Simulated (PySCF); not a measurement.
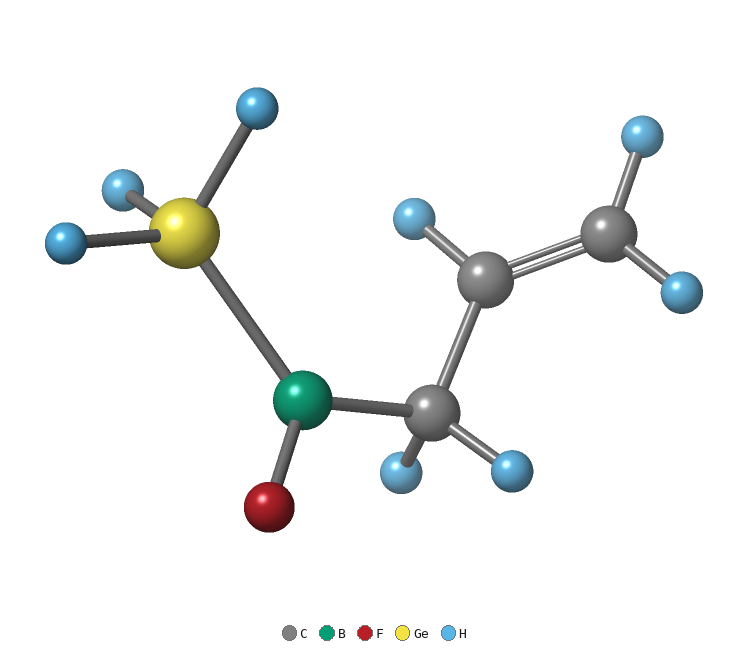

The geometry was computed by an optimisation with GFN2-xTB. No frequency run is at hand to confirm it as a minimum. Properties computed with CAM-B3LYP/def2-SVPD, gas phase (PySCF 2.14.0). Excitations: vertical, linear response.

Computed properties:

The species is C3H8BFGe (`C=CC[B](F)[GeH3]`).
- dipole moment: 1.17 D
- HOMO energy (Kohn–Sham orbital): −8.83 eV
- LUMO energy (Kohn–Sham orbital): −0.26 eV
- HOMO–LUMO gap: 8.57 eV
- mean static polarisability: 80.7 bohr³
- lowest vertical singlet excitation: 4.99 eV
- its oscillator strength: 0.003
- brightest of the 8 lowest singlets: 7.26 eV
- its oscillator strength: 0.19

The geometry is semi-empirical. Around B, Ge such bond lengths and angles can be off by a tenth of an ångström or more and by several degrees, and values that hang on the shape move with them.
